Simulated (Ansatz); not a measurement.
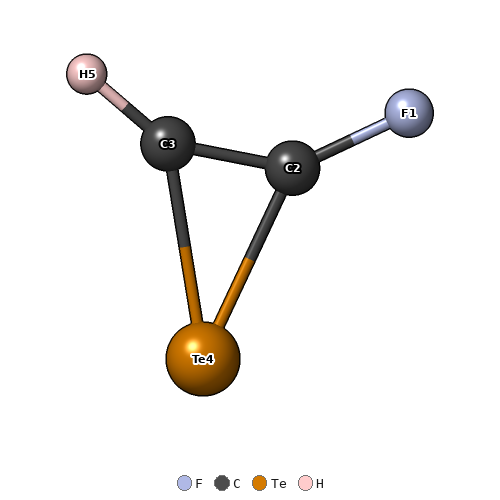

The system is C₂HFTe, SMILES FC1=C[Te]1; the picture shows the reference structure. First axis: bond length C3–H5. Second axis: angle H5–C3–Te4. Nothing is relaxed (all other coordinates rigid). Grid: 13 × 13 points. Points are written as (first, second). Energies are in eV, from the relaxed molecule at the same level. All numbers below come from Ansatz 0.2.0, RKS wB97X-V/def2-SVP.

Its coordinates:

```xyz
5

F    -0.0770   -1.1318    1.3995
C    -0.1758   -0.3621    0.3519
C     0.4720    0.4623   -0.3934
Te   -1.6009    0.2244   -1.1201
H     1.3835    1.0017   -0.6375
```

Range: bond length C3–H5 from 0.956 to 1.359 Å; angle H5–C3–Te4 from 95 to 179°.

> What landscape does the calculation give?

The lowest grid point is at (1.091 Å, 137°), 0.0043 eV from the relaxed molecule at the same level. No other kind of well shows on this grid. The highest grid point, (1.359 Å, 95°), lies 1.70 eV above the lowest. Round the minimum the two coordinates are nearly uncoupled.

```tsv
angle H5–C3–Te4 ↓, bond length C3–H5 →	0.956	0.990	1.024	1.057	1.091	1.124	1.158	1.191	1.225	1.258	1.292	1.325	1.359
179	1.16	0.95	0.80	0.72	0.69	0.69	0.74	0.80	0.90	1.00	1.13	1.27	1.41
172	0.92	0.70	0.56	0.49	0.46	0.47	0.51	0.59	0.68	0.80	0.93	1.07	1.22
165	0.72	0.51	0.38	0.30	0.27	0.29	0.34	0.42	0.52	0.63	0.77	0.91	1.07
158	0.58	0.37	0.24	0.16	0.14	0.16	0.21	0.29	0.39	0.51	0.65	0.80	0.96
151	0.48	0.27	0.14	0.07	0.05	0.07	0.13	0.21	0.32	0.44	0.58	0.73	0.89
144	0.43	0.22	0.09	0.03	0.01	0.03	0.09	0.17	0.28	0.41	0.55	0.70	0.87
137	0.42	0.21	0.09	0.02	0.00	0.03	0.09	0.17	0.29	0.41	0.56	0.71	0.88
130	0.45	0.25	0.12	0.06	0.04	0.07	0.13	0.22	0.33	0.46	0.61	0.76	0.93
123	0.52	0.32	0.19	0.13	0.12	0.15	0.21	0.30	0.42	0.55	0.70	0.85	1.02
116	0.62	0.43	0.30	0.24	0.23	0.26	0.33	0.42	0.54	0.67	0.82	0.98	1.15
109	0.76	0.57	0.45	0.39	0.38	0.41	0.48	0.57	0.69	0.82	0.97	1.13	1.31
102	0.94	0.74	0.62	0.56	0.55	0.59	0.65	0.75	0.87	1.00	1.16	1.32	1.49
95	1.13	0.94	0.82	0.76	0.75	0.78	0.85	0.95	1.07	1.21	1.36	1.52	1.70
```

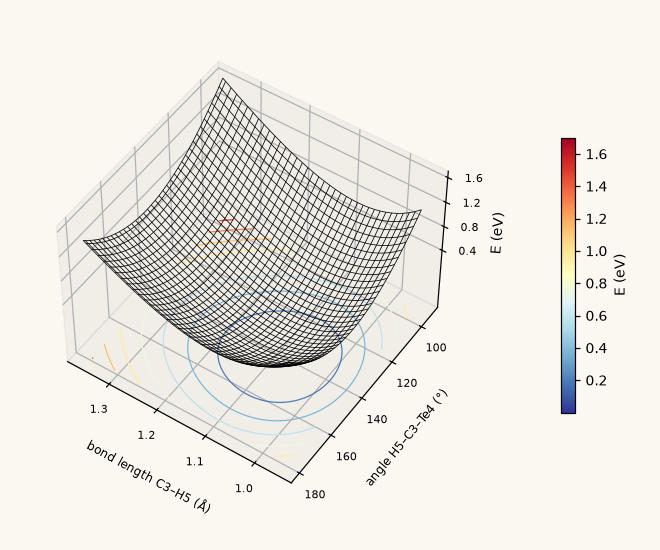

In the figure: a relief with its contours projected below, any walls above the top of the colour scale cut off. Between grid points the surface is interpolated.

Time for the 169 points that were run: 52 min on 1 thread of Arm Neoverse N1 (shared host).
